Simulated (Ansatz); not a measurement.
**C5H12O (3-methyl-1-butanol): MP2/6-31G(d) (spherical functions)**

Aim: the energy change on altering one bond length of C5H12O (3-methyl-1-butanol) at MP2/6-31G* (spherical functions), from 2 runs. 

Program for the calculation: Ansatz 0.2.0.

37 further runs of the same task are left out: 37 set aside as unsound or not needed. Runs told in other sessions of the task aren't counted.

## 1. The molecule

C5H12O: 18 atoms, total charge 0, spin state singlet. As SMILES, `CC(C)CCO`. The coordinates come from a PBE0-D4/def2-TZVP relaxation. This is one conformer, not always the lowest.

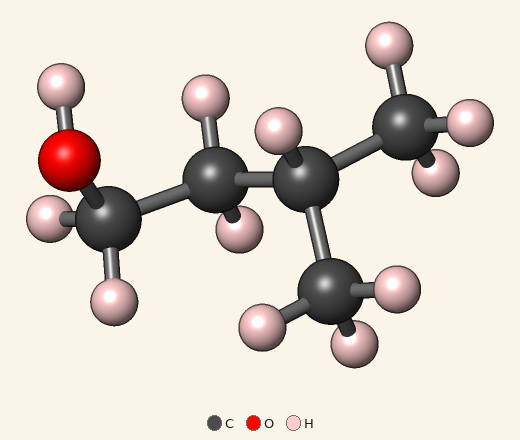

Viewed from a chosen angle; carbon dark grey, oxygen red, hydrogen pink.

## 2. A single-point energy at MP2/6-31G(d) (spherical functions)

File job.yaml:

```yaml
basis:
  gaussian: {orbitals: 6-31G_st_-spherical.json}
crystal:
  periodic: [false, false, false]
  atoms:
    - {symbol: C, position_ang: [0.665220, -0.849030, 1.713110]}
    - {symbol: C, position_ang: [-0.159960, -0.211150, 0.605360]}
    - {symbol: C, position_ang: [-1.164260, -1.205570, 0.041340]}
    - {symbol: C, position_ang: [0.757040, 0.354030, -0.476100]}
    - {symbol: C, position_ang: [0.059340, 1.144540, -1.566740]}
    - {symbol: O, position_ang: [-0.688330, 2.238480, -1.073170]}
    - {symbol: H, position_ang: [0.027370, -1.221630, 2.518620]}
    - {symbol: H, position_ang: [1.243040, -1.696480, 1.329490]}
    - {symbol: H, position_ang: [1.371520, -0.135960, 2.147090]}
    - {symbol: H, position_ang: [-0.720750, 0.628070, 1.032860]}
    - {symbol: H, position_ang: [-1.830010, -0.744920, -0.691010]}
    - {symbol: H, position_ang: [-0.651870, -2.042320, -0.445600]}
    - {symbol: H, position_ang: [-1.789310, -1.618890, 0.836790]}
    - {symbol: H, position_ang: [1.315110, -0.465990, -0.947290]}
    - {symbol: H, position_ang: [1.511280, 0.998100, -0.003580]}
    - {symbol: H, position_ang: [0.799640, 1.480310, -2.306060]}
    - {symbol: H, position_ang: [-0.658860, 0.517500, -2.099790]}
    - {symbol: H, position_ang: [-0.086200, 2.830890, -0.615330]}
correlation: {method: mp2, frozen_orbitals: {C: 1, H: 0, O: 1}}
accuracy: high
```

The basis set 6-31G* is read from a file made from the Basis Set Exchange's data (not shown).

Launch:

```console
$ ansatz run job.yaml --threads 1 --pin off --max-ram 3480MiB --events-out events.jsonl --progress --plain --runs-dir runs
```

The log of the run:

```text
Warning: RAYON_NUM_THREADS=1 ignored (pool sized by the plan → 1); use --threads N
Functional definition: HF
  name "HF"
  exchange = exact_x
  correlation = 0
2811 factors; integrals over basis functions are off by at most 4.3e-9 eV
mean field evaluation 1: about -7375.3247 eV, gradient 3.8e1 eV
mean field evaluation 2: about -7375.3244 eV, gradient 3.8e1 eV
mean field evaluation 4: about -7379.0210 eV, gradient 4.4e0 eV
mean field evaluation 8: about -7379.0715 eV, gradient 9.5e-5 eV
mean field -7379.07147439 eV, -271.1758749694 hartree, gradient 1.4e-8 eV, S^2 0.000000; 0 other end points of the search recorded, 0 dependent functions left out
6 core orbitals not correlated: weight in the atoms' cores, before any rotation towards them, 1.000 or more for the frozen orbitals, at most 0.000 for the correlated occupied ones
reference -7379.07147439 eV, -271.1758749694 hartree; 19, 19 occupied and 83, 83 virtual orbitals, 2811 factors
second order -22.60894920 eV of doubles, -0.00000000 eV of singles
Total energy: -7401.68042359 eV, -272.0067385276 hartree
```

It took 8.4 s on 1 thread of Arm Neoverse V1, shared host; peak memory 0.4 GiB.

## 3. The distorted shape, same level

File input.yaml:

```yaml
crystal:
  periodic: [false, false, false]
  atoms:
    - symbol: C
      position_ang: [0.977725, -0.642383, 1.315410]
    - symbol: C
      position_ang: [0.152545, -0.004503, 0.207660]
    - symbol: C
      position_ang: [-0.851755, -0.998923, -0.356360]
    - symbol: C
      position_ang: [1.069545, 0.560677, -0.873800]
    - symbol: C
      position_ang: [0.371845, 1.351187, -1.964440]
    - symbol: O
      position_ang: [-0.375825, 2.445127, -1.470870]
    - symbol: H
      position_ang: [0.339875, -1.014983, 2.120920]
    - symbol: H
      position_ang: [1.555545, -1.489833, 0.931790]
    - symbol: H
      position_ang: [1.684025, 0.070687, 1.749390]
    - symbol: H
      position_ang: [-0.408245, 0.834717, 0.635160]
    - symbol: H
      position_ang: [-1.517505, -0.538273, -1.088710]
    - symbol: H
      position_ang: [-0.339365, -1.835673, -0.843300]
    - symbol: H
      position_ang: [-1.789310, -1.618890, 0.836790]
    - symbol: H
      position_ang: [1.627615, -0.259343, -1.344990]
    - symbol: H
      position_ang: [1.823785, 1.204747, -0.401280]
    - symbol: H
      position_ang: [1.112145, 1.686957, -2.703760]
    - symbol: H
      position_ang: [-0.346355, 0.724147, -2.497490]
    - symbol: H
      position_ang: [0.226305, 3.037537, -1.013030]
basis:
  gaussian:
    orbitals: 6-31G_st_-spherical.json
correlation:
  method: mp2
  frozen_orbitals: {C: 1, H: 0, O: 1}
accuracy: high
```

The basis set 6-31G* is read from a file made from the Basis Set Exchange's data (not shown).

Launch:

```console
$ ansatz run input.yaml --threads 1 --pin off --max-ram 3480MiB --events-out events.jsonl --progress --plain --runs-dir runs
```

The log of the run:

```text
Warning: RAYON_NUM_THREADS=1 ignored (pool sized by the plan → 1); use --threads N
[... 4 set-up lines as earlier in the session ...]
2818 factors; integrals over basis functions are off by at most 4.6e-9 eV
mean field evaluation 1: about -7372.9958 eV, gradient 3.7e1 eV
mean field evaluation 2: about -7372.9947 eV, gradient 3.7e1 eV
mean field evaluation 4: about -7376.7364 eV, gradient 4.4e0 eV
mean field evaluation 8: about -7376.7927 eV, gradient 1.8e-4 eV
mean field -7376.79273895 eV, -271.0921329869 hartree, gradient 1.3e-8 eV, S^2 0.000000; 0 other end points of the search recorded, 0 dependent functions left out
6 core orbitals not correlated: weight in the atoms' cores, before any rotation towards them, 1.000 or more for the frozen orbitals, at most 0.000 for the correlated occupied ones
reference -7376.79273895 eV, -271.0921329869 hartree; 19, 19 occupied and 83, 83 virtual orbitals, 2818 factors
second order -22.80471766 eV of doubles, -0.00000000 eV of singles
Total energy: -7399.59745662 eV, -271.9301909033 hartree
```

It took 9.6 s on 1 thread of Arm Neoverse V1, shared host; peak memory 0.4 GiB.

## 4. Summary of results

At MP2/6-31G* (spherical functions), 6 core orbitals frozen:

| quantity | value |
| --- | --- |
| first shape: total energy | -272.00674 Eh |
| first shape: correlation energy (6 core orbitals frozen) | -830.9 mEh |
| distorted shape: total energy | -271.93019 Eh |
| distorted shape: correlation energy (6 core orbitals frozen) | -838.1 mEh |
| energy change with the C3–H13 bond stretched from 1.093 to 1.639 Å | 2.083 eV |

What this shows: With the C3–H13 bond stretched from 1.093 to 1.639 Å the energy rises by 2.08 eV (48 kcal/mol). The first shape isn't relaxed at this level, so the change isn't measured from a minimum. A restricted reference can't describe the breaking bond well at this length.
